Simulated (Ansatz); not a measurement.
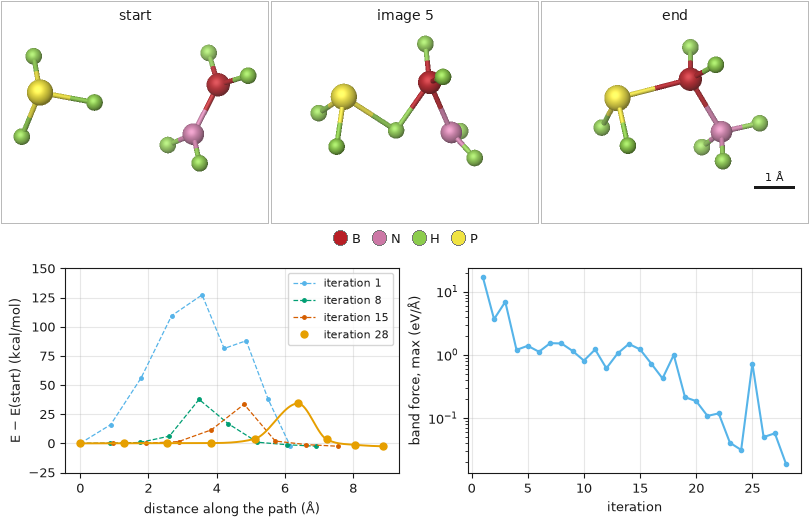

A nudged-elastic-band calculation for BPNH₇, made up of BNH₄ and PH3. Images are numbered from 0 (start) to 8 (end). The plot follows the band through its iterations. A ball-and-stick model, seen at a tilt.

Method: RKS PBE/6-31G* in Ansatz. Set-up: 7 movable images; climbing image; force threshold 0.03 eV/Å; iteration limit 60; starting path through a guess of the saddle point.

**How did the profile develop, and is the result final?**

The result is final at these settings. The band converged in 28 iterations. The largest component of the band force went from 17 to 0.019 eV/Å. The climbing image converged on the top of the path. Its vibrational analysis gives one imaginary mode (1149i cm⁻¹), as a transition state must have. The first iteration put the highest image at 127.4 kcal/mol. The energy climbs by 34.2 kcal/mol to image 5 and then falls by 36.7 kcal/mol, so the end point sits at −2.5 kcal/mol.

Limits of the set-up: the start holds two separate molecules, 2.8 Å apart at their closest, whose relative position is a soft coordinate and is computed without a dispersion correction.
